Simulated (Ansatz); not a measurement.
**BHLYP/def2-SVP (core potential) run of CH6SiTe (SMILES C[SiH2][TeH])**

What is the vertical singlet–triplet gap of CH6SiTe at BHLYP/def2-SVP (core potential)? 

The calculation is run with Ansatz 0.2.0.

55 further runs of the same task are left out: 55 set aside as unsound or not needed. Runs told in other sessions of the task aren't counted.

### 1 The molecule

CH6SiTe has 9 atoms, charge 0, and is taken as a singlet. SMILES: `C[SiH2][TeH]`. Geometry: relaxed at PBE0-D4/def2-TZVP. This is one conformer, not always the lowest.

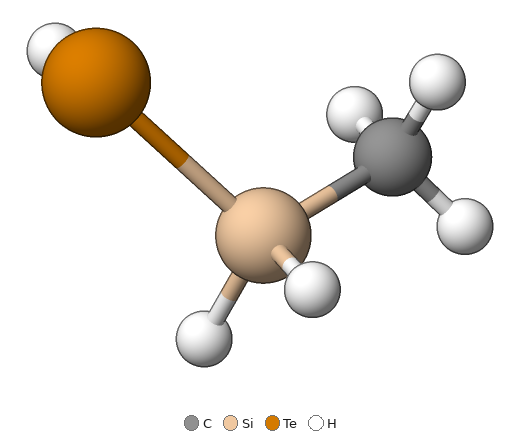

Viewed from a chosen angle; carbon grey, silicon light orange, tellurium orange, hydrogen white.

### 2 The energy at BHLYP/def2-SVP (core potential)

File in.yaml:

```yaml
crystal:
  periodic: [false, false, false]
  atoms:
    - {symbol: C, position_ang: [-0.793600, 0.726300, -0.609100]}
    - {symbol: Si, position_ang: [0.377700, -0.686600, -0.266400]}
    - {symbol: Te, position_ang: [1.980400, -0.179800, 1.584400]}
    - {symbol: H, position_ang: [-1.456300, 0.475200, -1.442000]}
    - {symbol: H, position_ang: [-0.240000, 1.632000, -0.862400]}
    - {symbol: H, position_ang: [-1.409800, 0.936300, 0.267700]}
    - {symbol: H, position_ang: [1.262200, -0.952200, -1.431600]}
    - {symbol: H, position_ang: [-0.380500, -1.924300, 0.053300]}
    - {symbol: H, position_ang: [0.748200, -0.073200, 2.689000]}
basis:
  gaussian:
    orbitals: def2-SVP
hamiltonian:
  xc: {name: BHLYP}
accuracy: high
output: {orbitals: {seedname: orbitals}}
```

Command:

```
$ ansatz run in.yaml --threads 1 --pin off --max-ram 2610MiB --events-out events.jsonl --progress --plain --runs-dir runs
```

Standard output:

```text
Warning: RAYON_NUM_THREADS=1 ignored (pool sized by the plan → 1); use --threads N
Functional definition: BHLYP
  name "BHLYP"
  parameter a = 0.5
  exchange = (1 - a)*b88_x + a*exact_x
  correlation = lyp_c
2131 factors; integrals over basis functions are off by at most 3.5e-9 eV
mean field evaluation 1: about -16297.7040 eV, gradient 3.2e1 eV
mean field evaluation 2: about -16298.3790 eV, gradient 2.7e1 eV
mean field evaluation 4: about -16300.2552 eV, gradient 1.5e0 eV
mean field evaluation 8: about -16300.5539 eV, gradient 1.2e-1 eV
mean field evaluation 16: about -16300.5540 eV, gradient 2.5e-5 eV
mean field -16300.55396798 eV, -599.0343094108 hartree, gradient 2.9e-8 eV, S^2 0.000000; 0 other end points of the search recorded, 0 dependent functions left out
reference -16300.55399584 eV, -599.0343104348 hartree; 25, 25 occupied and 63, 63 virtual orbitals, 2131 factors
Total energy: -16300.55399584 eV, -599.0343104348 hartree
```

Run time: 11 s. Hardware: 1 thread of Arm Neoverse V1, shared host; peak memory 0.31 GiB.

### 3 The triplet

File job.yaml:

```yaml
crystal:
  periodic: [false, false, false]
  atoms:
    - {symbol: C, position_ang: [-0.793600, 0.726300, -0.609100]}
    - {symbol: Si, position_ang: [0.377700, -0.686600, -0.266400]}
    - {symbol: Te, position_ang: [1.980400, -0.179800, 1.584400]}
    - {symbol: H, position_ang: [-1.456300, 0.475200, -1.442000]}
    - {symbol: H, position_ang: [-0.240000, 1.632000, -0.862400]}
    - {symbol: H, position_ang: [-1.409800, 0.936300, 0.267700]}
    - {symbol: H, position_ang: [1.262200, -0.952200, -1.431600]}
    - {symbol: H, position_ang: [-0.380500, -1.924300, 0.053300]}
    - {symbol: H, position_ang: [0.748200, -0.073200, 2.689000]}
basis:
  gaussian: {orbitals: def2-SVP}
magnetization: {spin_polarized: true, initial_magnetization: 2}
hamiltonian: {xc: {name: BHLYP}}
accuracy: high
output: {orbitals: {seedname: orbitals}}
```

Command:

```
$ ansatz run job.yaml --threads 1 --pin off --max-ram 2610MiB --events-out events.jsonl --progress --plain --runs-dir runs
```

Standard output:

```text
Warning: RAYON_NUM_THREADS=1 ignored (pool sized by the plan → 1); use --threads N
[... 5 set-up lines as earlier in the session ...]
2131 factors; integrals over basis functions are off by at most 3.5e-9 eV
mean field evaluation 1: about -16292.9301 eV, gradient 2.4e1 eV
mean field evaluation 2: about -16293.2871 eV, gradient 2.3e1 eV
mean field evaluation 4: about -16296.2360 eV, gradient 7.9e-1 eV
mean field evaluation 8: about -16296.3666 eV, gradient 1.7e-1 eV
mean field evaluation 16: about -16296.3718 eV, gradient 2.0e-3 eV
mean field evaluation 32: about -16296.3718 eV, gradient 3.0e-7 eV
mean field -16296.37177402 eV, -598.8806166178 hartree, gradient 5.5e-8 eV, S^2 2.008866; 2 other end points of the search recorded, 0 dependent functions left out
reference -16296.37180250 eV, -598.8806176642 hartree; 26, 24 occupied and 62, 64 virtual orbitals, 2131 factors
Total energy: -16296.37180250 eV, -598.8806176642 hartree
```

Wall time 21 s (1 thread of Arm Neoverse V1, shared host); peak memory 0.46 GiB.

### 4 Results

Level: BHLYP/def2-SVP (core potential).

| quantity | value |
| --- | --- |
| singlet: total energy | -599.03431 Eh |
| singlet: HOMO energy | -7.16 eV |
| singlet: LUMO energy | 0.62 eV |
| singlet: HOMO–LUMO gap | 7.78 eV |
| triplet: total energy | -598.88062 Eh |
| triplet: HOMO energy (highest over α and β) | -3.03 eV |
| triplet: ⟨S²⟩ | 2.009 |
| vertical energy of the triplet above the singlet | 4.182 eV |

**Reading.** At this shape the triplet lies 4.18 eV (404 kJ/mol) above the singlet.
